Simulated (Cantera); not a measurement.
Feed: 1 mol C3H8, 0.082 mol O2, 9.8 mol N2, at 1.35 Torr.

These are equilibrium values from Cantera (NASA tables, ideal gas, pure condensed phases), not measurements of a reactor. Candidate condensed phases: C, C6H6, C7H8, C8H18, H2O; 136 gas species. Rates play no part.

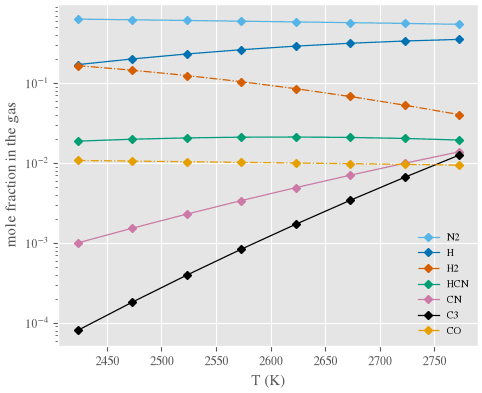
Equilibrium gas composition (values under 1e-9 drawn at 1e-9)

Q: Read off the mole fractions at 2623 K.

A: N2 about 0.58, H about 0.29, H2 about 0.085, HCN about 0.021, CO about 0.0100, CN about 0.0049, C3 about 0.0017.
